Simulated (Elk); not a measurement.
# Optical conductivity and Kerr rotation of AlNi3

How strongly does AlNi3 turn reflected light?

Main program and level: Elk 11.2.3 (patched build); PBE; all-electron APW+lo, Dirac cores, scalar-relativistic bands with second-variational spin-orbit coupling.

## (1) The structure

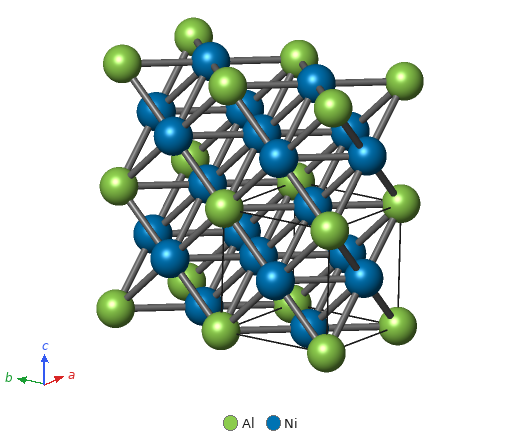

The cell as given, from a free direction (aluminium green, nickel blue). 1×2×2 cells are drawn. Some periodic images of atoms are drawn too.

The cell comes from a database of computed structures and need not be the stable phase.

## (2) Ground state with spin–orbit coupling

In a ferromagnet the Kerr effect comes from exchange splitting and spin–orbit coupling together. The parallel order is imposed here; no other order was tried.

In this input [111] lies along z, the axis of the moments and of the light.

Moments are seeded by fields in the spheres (the last three columns under atoms), set against the wanted direction and reduced each loop.

elk.in reads:

```
tasks
  0
  15

xctype
  20

rgkmax
  7.5

nempty
  14

swidth
  0.003

reducebf
  0.5

epsengy
  1e-05

maxscl
  100

lmaxi
  3

spinpol
  .true.

spinorb
  .true.

cmagz
  .true.

sppath
  './'

avec
  5.25069032362 -1.40691823191 3.84377209170
  -1.40691823191 5.25069032362 3.84377209170
  -3.84377209170 -3.84377209170 3.84377209170

atoms
  2
  'Al.in'
  1
  0.0000000000 0.0000000000 0.0000000000   0.000000 0.000000 0.000000
  'Ni.in'
  3
  0.0000000000 0.5000000000 0.5000000000   0.000000 0.000000 -0.075000
  0.5000000000 0.0000000000 0.5000000000   0.000000 0.000000 -0.075000
  0.5000000000 0.5000000000 0.0000000000   0.000000 0.000000 -0.075000

ngridk
  8 8 8
```

The run is started by

```
> OMP_NUM_THREADS=4 elk
```

Numbers of over 12 decimals in the logs are rounded to 6 here.

Output:

```text
Warning(gndstate): core states of species 1 leak from the muffin-tin :   0.4846127976E-03
Warning(gndstate): core states of species 2 leak from the muffin-tin :   0.4140228337E-03
Warning(chksvso): spin-orbit splittings by the second variation are low [figures from our tests cut]: local-orbitals by j (lorbdm 7 and 8, zora) mend levels alone

--- INFO.OUT ---
┌─────────────────────────┐
│ Elk code version 11.2.3 │
└─────────────────────────┘

All units are atomic (Hartree, Bohr, etc.)

┌─────────────────────────────────────────────────┐
│ Ground-state run starting from atomic densities │
└─────────────────────────────────────────────────┘

Lattice vectors :
   5.250690324      -1.406918232       3.843772092
  -1.406918232       5.250690324       3.843772092
  -3.843772092      -3.843772092       3.843772092

Species : 1 (Al)
 parameters loaded from : Al.in
 name : aluminium
 nuclear charge    :   -13.00000000
 electronic charge :    13.00000000
 atomic mass :    49184.33496
 muffin-tin radius :    2.200000000
 number of radial points in muffin-tin :    793
 inner part over the whole radius :   0.9821194981E-02
 number on inner part of muffin-tin    :    552
 approximate nuclear radius :   0.5839653600E-04
 number of mesh points to nuclear radius :    244
 atomic positions (lattice), magnetic fields (Cartesian) :
  1 :   0.00000000  0.00000000  0.00000000    0.00000000  0.00000000  0.00000000

Species : 2 (Ni)
 parameters loaded from : Ni.in
 name : nickel
 nuclear charge    :   -28.00000000
 electronic charge :    28.00000000
 atomic mass :    106991.5231
 muffin-tin radius :    2.328820078
 number of radial points in muffin-tin :    993
 inner part over the whole radius :   0.9875947638E-02
 number on inner part of muffin-tin    :    700
 approximate nuclear radius :   0.7325707712E-04
 number of mesh points to nuclear radius :    335
 atomic positions (lattice), magnetic fields (Cartesian) :
  1 :   0.00000000  0.50000000  0.50000000    0.00000000  0.00000000 -0.07500000
  2 :   0.50000000  0.00000000  0.50000000    0.00000000  0.00000000 -0.07500000
  3 :   0.50000000  0.50000000  0.00000000    0.00000000  0.00000000 -0.07500000

Total number of atoms per unit cell :    4
Total muffin-tin volume :    203.3171288
 ratio of muffin-tin to unit cell volume :   0.6889999626

Spin treatment :
 spin-polarised
 spin-orbit coupling
 global magnetic field (Cartesian) :    0.000000000       0.000000000       0.000000000
 collinear magnetisation in z-direction

Number of Bravais lattice symmetries :   48
Number of crystal symmetries         :    6
Crystal has inversion symmetry
Real symmetric eigensolver will be used

k-point grid :      8     8     8
k-point offset :    0.000000000       0.000000000       0.000000000
k-point set is reduced with full crystal symmetry group
Total number of k-points :       90

Muffin-tin radius times maximum |G+k| :    7.500000000
 using average radius
Maximum |G+k| for APW functions       :    3.265675705
Maximum (1/2)|G+k|²                   :    5.332318905
Maximum |G| for potential and density :    12.00000000
Constant for pseudocharge density :    7
 order of it for each species :   14  14
 order of it for pair densities of each species (exact exchange by exxq0 0: 14) :   10  12
Radial integration step length :    1

G-vector grid sizes :     27    27    27
Number of G-vectors :     8601

Maximum angular momentum used for
 APW functions            :    8
 outer part of muffin-tin :    6
 inner part of muffin-tin :    3

Number of empty states         :     56
Total number of valence states :    170
Total number of core states    :     40

Third-order local-orbitals added for an l without core states : T
Total number of local-orbitals :     76

Exchange-correlation functional :     20     0     0
 Perdew-Burke-Ernzerhof, Phys. Rev. Lett. 77, 3865 (1996)
 gradient requirement :    1
 generalised gradient approximation (GGA)

Smearing type :    3
 Fermi-Dirac
Smearing width :   0.3000000000E-02
Effective electronic temperature (K) :    947.3250744

Mixing type :    3
 Broyden mixing, J. Phys. A: Math. Gen. 17, L317 (1984)

Kohn-Sham potential initialised from atomic data

┌──────────────────────────────┐
│ Self-consistent loop started │
└──────────────────────────────┘

┌─────────────────┐
│ Loop number : 1 │
└─────────────────┘

Energies :
 Fermi                       :     0.219783
 sum of occupied eigenvalues :     -2757.3881291360
 electron kinetic            :      4877.6419124070
 core electron kinetic       :      4340.5568507932
 Coulomb                     :     -9473.9474905013
 Coulomb potential           :     -7353.5225173456
 nuclear-nuclear             :     -838.53197100730
 electron-nuclear            :     -9948.4342531050
 Hartree                     :      1313.0187336110
 Madelung                    :     -5797.1862318285
 xc potential                :     -281.30811049554
 xc effective B-field        :    -0.80617340482381E-01
 external B-field            :      0.000000
 exchange                    :     -204.97405616048
 correlation                 :     -4.550930
 electron entropic           :    -0.34827151012967E-02
 total energy                :     -4805.8340470423
 (external B-field energy excluded from total)

Density of states at Fermi energy :    119.5013706
 (states/Hartree/unit cell)

Estimated indirect band gap :   0.3339999439E-03
 from k-point 22 to k-point 6
Estimated direct band gap   :   0.1991728643E-02
 at k-point 6

Charges :
 core                        :    40.00000000
 valence                     :    57.00000000
 interstitial                :    3.620566406
 muffin-tins (core leakage)
  species : 1 (Al)
   atom 1                    :    11.38114808     (  0.5162706881E-03)
  species : 2 (Ni)
   atom 1                    :    27.33276184     (  0.4140088101E-03)
   atom 2                    :    27.33276184     (  0.4140088101E-03)
   atom 3                    :    27.33276184     (  0.4140088101E-03)
 total in muffin-tins        :    93.37943359
 total calculated charge     :    96.99741057
 total charge                :    97.00000000
 error                       :   0.2589433658E-02

Moments :
 interstitial                :  -0.1971360675
 muffin-tins
  species : 1 (Al)
   atom 1                    :  -0.7154266186E-01
  species : 2 (Ni)
   atom 1                    :   0.9959858283
   atom 2                    :   0.9959858283
   atom 3                    :   0.9959858283
 total in muffin-tins        :    2.916414823
 total moment                :    2.719278756

[... earlier loops left out ...]

┌──────────────────┐
│ Loop number : 19 │
└──────────────────┘

Energies :
 Fermi                       :     0.312880
 sum of occupied eigenvalues :     -2746.0465864541
 electron kinetic            :      4878.7995883674
 core electron kinetic       :      4340.6339386828
 Coulomb                     :     -9474.5964081849
 Coulomb potential           :     -7352.7240223515
 nuclear-nuclear             :     -838.53197100730
 electron-nuclear            :     -9950.6343748171
 Hartree                     :      1314.5699376395
 Madelung                    :     -5798.2343970092
 xc potential                :     -272.11943287897
 xc effective B-field        :    -0.27189960410079E-02
 external B-field            :      0.000000
 exchange                    :     -205.03099060328
 correlation                 :     -4.552753
 electron entropic           :    -0.32299475925668E-02
 total energy                :     -4805.3837930903
 (external B-field energy excluded from total)

Density of states at Fermi energy :    109.9320883
 (states/Hartree/unit cell)

Estimated indirect band gap :   0.1500101099E-03
 from k-point 81 to k-point 67
Estimated direct band gap   :   0.1013672318E-02
 at k-point 1

Charges :
 core                        :    40.00000000
 valence                     :    57.00000000
 interstitial                :    3.549348303
 muffin-tins (core leakage)
  species : 1 (Al)
   atom 1                    :    11.41380260     (  0.4846127976E-03)
  species : 2 (Ni)
   atom 1                    :    27.34561636     (  0.4140228337E-03)
   atom 2                    :    27.34561636     (  0.4140228337E-03)
   atom 3                    :    27.34561636     (  0.4140228337E-03)
 total in muffin-tins        :    93.45065170
 total calculated charge     :    96.99745575
 total charge                :    97.00000000
 error                       :   0.2544253149E-02

Moments :
 interstitial                :  -0.2863197713E-01
 muffin-tins
  species : 1 (Al)
   atom 1                    :  -0.1093464802E-01
  species : 2 (Ni)
   atom 1                    :   0.1714964666
   atom 2                    :   0.1714964666
   atom 3                    :   0.1714964666
 total in muffin-tins        :   0.5035547519
 total moment                :   0.4749227748

┌──────────────────────────────┐
│ Self-consistent loop stopped │
└──────────────────────────────┘

Warning : core states of species 1 leak from the muffin-tin :   0.4846127976E-03

Warning : core states of species 2 leak from the muffin-tin :   0.4140228337E-03

Wrote STATE.OUT
```

The job ended after 11 min (4 threads of Arm Neoverse V1, shared host; peak memory 0.41 GiB).

Spin moment in the muffin-tin sphere by atom:

| atom | spin moment in the muffin-tin sphere (μB) |
| --- | --- |
| Al1 | -0.011 |
| Ni2 | 0.171 |
| Ni3 | 0.171 |
| Ni4 | 0.171 |

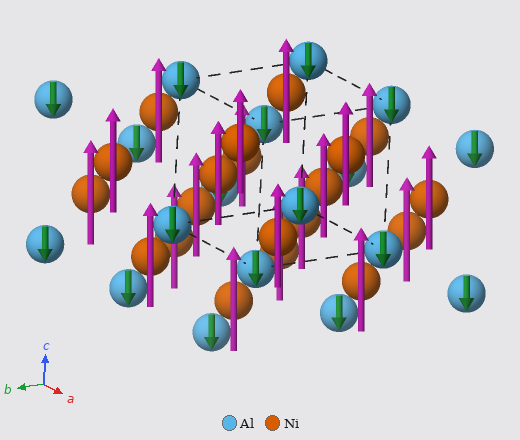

Spin moment in the muffin-tin sphere as arrows, the longest 0.171 μB. Up and down stand for the sign. Arrows give size and sign along the axis of quantisation, drawn up and down the page. Each arrow also spans its atom, so small moments look longer than they are. The two directions have two colours. 2×2×1 cells are drawn. Some periodic images of atoms are drawn too.

Numbers from this step:

```
density of states at the Fermi level : 4.040 states/eV/cell
moment between the spheres           : -0.02863 μB
magnetization                        : 0.4749 μB
final state                          : ferromagnetic
```

After 19 cycles the largest moment stands at 0.171 μB.

Orbital moment <L> in the sphere by atom:

| atom | x (μB) | y (μB) | z (μB) | size |
| --- | --- | --- | --- | --- |
| Al1 | 0.0000 | 0.0000 | -0.0001 | 0.0001 |
| Ni2 | 0.0003 | -0.0001 | 0.0103 | 0.0103 |
| Ni3 | -0.0001 | 0.0003 | 0.0103 | 0.0103 |
| Ni4 | -0.0002 | -0.0002 | 0.0103 | 0.0103 |

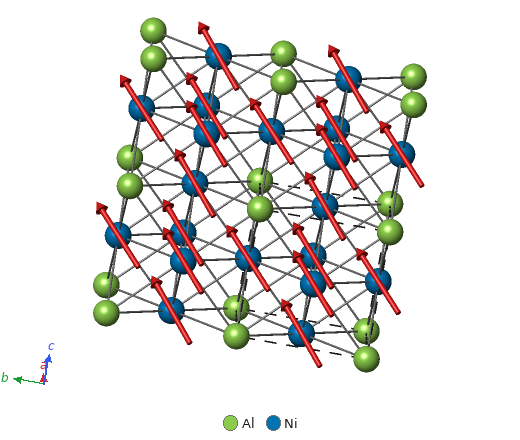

Orbital moment <L> in the sphere as arrows, the longest 0.0103 μB. 1×2×2 cells are drawn. Some periodic images of atoms are drawn too.

## (3) States and momentum matrix elements on a finer mesh

Optical spectra need more k points than the density, so the states are solved once on a finer mesh in the saved potential.

elk.in reads:

```
tasks
  1
  120

xctype
  20

rgkmax
  7.5

nempty
  14

swidth
  0.003

reducebf
  0.5

epsengy
  1e-05

maxscl
  1

lmaxi
  3

spinpol
  .true.

spinorb
  .true.

cmagz
  .true.

sppath
  './'

avec
  5.25069032362 -1.40691823191 3.84377209170
  -1.40691823191 5.25069032362 3.84377209170
  -3.84377209170 -3.84377209170 3.84377209170

atoms
  2
  'Al.in'
  1
  0.0000000000 0.0000000000 0.0000000000   0.000000 0.000000 0.000000
  'Ni.in'
  3
  0.0000000000 0.5000000000 0.5000000000   0.000000 0.000000 -0.000075
  0.5000000000 0.0000000000 0.5000000000   0.000000 0.000000 -0.000075
  0.5000000000 0.5000000000 0.0000000000   0.000000 0.000000 -0.000075

ngridk
  11 11 11
```

The run is started by

```
> OMP_NUM_THREADS=4 elk
```

Output:

```text
Warning(gndstate): core states of species 1 leak from the muffin-tin :   0.4846128124E-03
Warning(gndstate): core states of species 2 leak from the muffin-tin :   0.4140227925E-03
Warning(chksvso): spin-orbit splittings by the second variation are low [figures from our tests cut]: local-orbitals by j (lorbdm 7 and 8, zora) mend levels alone

--- INFO.OUT ---
┌─────────────────────────┐
│ Elk code version 11.2.3 │
└─────────────────────────┘

All units are atomic (Hartree, Bohr, etc.)

┌──────────────────────────────────────────┐
│ Ground-state run resuming from STATE.OUT │
└──────────────────────────────────────────┘

Lattice vectors :
   5.250690324      -1.406918232       3.843772092
  -1.406918232       5.250690324       3.843772092
  -3.843772092      -3.843772092       3.843772092

Species : 1 (Al)
 muffin-tin radius :    2.200000000
 atomic positions (lattice), magnetic fields (Cartesian) :
  1 :   0.00000000  0.00000000  0.00000000    0.00000000  0.00000000  0.00000000

Species : 2 (Ni)
 muffin-tin radius :    2.328820078
 atomic positions (lattice), magnetic fields (Cartesian) :
  1 :   0.00000000  0.50000000  0.50000000    0.00000000  0.00000000  0.00000000
  2 :   0.50000000  0.00000000  0.50000000    0.00000000  0.00000000  0.00000000
  3 :   0.50000000  0.50000000  0.00000000    0.00000000  0.00000000  0.00000000

Total number of atoms per unit cell :    4
Total muffin-tin volume :    203.3171288
 ratio of muffin-tin to unit cell volume :   0.6889999626

Spin treatment :
 spin-polarised
 spin-orbit coupling
 global magnetic field (Cartesian) :    0.000000000       0.000000000       0.000000000
 collinear magnetisation in z-direction

Number of Bravais lattice symmetries :   48
[...]
electron-nuclear            :     -9950.6412910018
 Hartree                     :      1314.5746588278
 Madelung                    :     -5798.2366635843
 xc potential                :     -272.12219891396
 xc effective B-field        :    -0.27142926034068E-02
 external B-field            :      0.000000
 exchange                    :     -205.03123948747
 correlation                 :     -4.552760
 electron entropic           :    -0.32002044527172E-02
 total energy                :     -4805.3835935439
 (external B-field energy excluded from total)

Density of states at Fermi energy :    109.6729676
 (states/Hartree/unit cell)

Estimated indirect band gap :   0.1321410638E-03
 from k-point 142 to k-point 29
Estimated direct band gap   :   0.1013696925E-02
 at k-point 1

Charges :
 core                        :    40.00000000
 valence                     :    57.00000000
 interstitial                :    3.549490094
 muffin-tins (core leakage)
  species : 1 (Al)
   atom 1                    :    11.41369336     (  0.4846128124E-03)
  species : 2 (Ni)
   atom 1                    :    27.34560551     (  0.4140227925E-03)
   atom 2                    :    27.34560551     (  0.4140227925E-03)
   atom 3                    :    27.34560551     (  0.4140227925E-03)
 total in muffin-tins        :    93.45050991
 total calculated charge     :    96.99745541
 total charge                :    97.00000000
 error                       :   0.2544593101E-02

Moments :
 interstitial                :  -0.2859833048E-01
 muffin-tins
  species : 1 (Al)
   atom 1                    :  -0.1084620008E-01
  species : 2 (Ni)
   atom 1                    :   0.1713309669
   atom 2                    :   0.1713309669
   atom 3                    :   0.1713309669
 total in muffin-tins        :   0.5031467007
 total moment                :   0.4745483702

┌──────────────────────────────┐
│ Self-consistent loop stopped │
└──────────────────────────────┘

Warning : core states of species 1 leak from the muffin-tin :   0.4846128124E-03

Warning : core states of species 2 leak from the muffin-tin :   0.4140227925E-03
```

The job ended after 3.4 min (4 threads; peak memory 0.8 GiB).

This step gave:

| Property | Result |
| --- | --- |
| magnetization | 0.4745 μB |
| largest moment | 0.1713 μB |

## (4) Optics with a broadening of 0.49 eV

The broadening stands for the lifetime of the excited states; it lowers and widens the peaks.

elk.in, as its differences from that of step 3:

```diff
@@ -1,4 +1,4 @@
 tasks
-  1
-  120
+  121
+  122
 
@@ -14,3 +14,3 @@
 swidth
-  0.003
+  0.018
 
@@ -23,3 +23,3 @@
 maxscl
-  1
+  100
 
@@ -35,2 +35,5 @@
 cmagz
+  .true.
+
+intraband
   .true.
@@ -58 +61,10 @@
   11 11 11
+
+wplot
+  240 100 0
+  0.00000 0.30000
+
+optcomp
+  1 1
+  1 2
+  3 3
```

The run is started by

```
> OMP_NUM_THREADS=4 elk
```

Output:

```text
┌─────────────────────────────────┐
│ Elk code version 11.2.3 started │
└─────────────────────────────────┘

Info(readinput): the functional depends on the density's gradient
 muffin-tin radial points multiplied by    2.00000
 (not where nrmtscf is given)

┌────────────────────┐
│ Current task : 121 │
└────────────────────┘

Info(checkmt): changed muffin-tin radius of species 2 (Ni) from   2.4000 to   2.3288

Info(dielectric):
 dielectric tensor written to EPSILON_ij.OUT
 optical conductivity written to SIGMA_ij.OUT
 plasma frequency written to PLASMA_ij.OUT
 for components
  i = 1, j = 1
  i = 1, j = 2
  i = 3, j = 3

┌────────────────────┐
│ Current task : 122 │
└────────────────────┘

Warning(chksvso): spin-orbit splittings by the second variation are low [figures from our tests cut]: local-orbitals by j (lorbdm 7 and 8, zora) mend levels alone

Info(dielectric):
 dielectric tensor written to EPSILON_ij.OUT
 optical conductivity written to SIGMA_ij.OUT
 plasma frequency written to PLASMA_ij.OUT
 for components
  i = 1, j = 1
  i = 1, j = 2

Info(moke):
 complex Kerr angle in degrees written to KERR.OUT

┌──────────────────┐
│ Elk code stopped │
└──────────────────┘
```

Run time: 95 s. Hardware: 4 threads; peak memory 0.05 GiB; 6.3 min of CPU time.

(Part 1 of 2 ends here.)

[Logs and program files are shortened in this print: banners, set-up blocks, solver, clock and traceback lines can be left out without a mark of their own.]

[Logs are printed without paths, hosts, clocks, repeated set-up lines and the standing remarks that a program may print on its own settings, such as how far it seeks lower states.]

[Hosts, paths, dates, database ids (printed as entryN), source tags and the programs' standing remarks are cut or masked in the printed files.]

[Where a cell is said to come from a database of computed structures, the database is the Materials Project.]
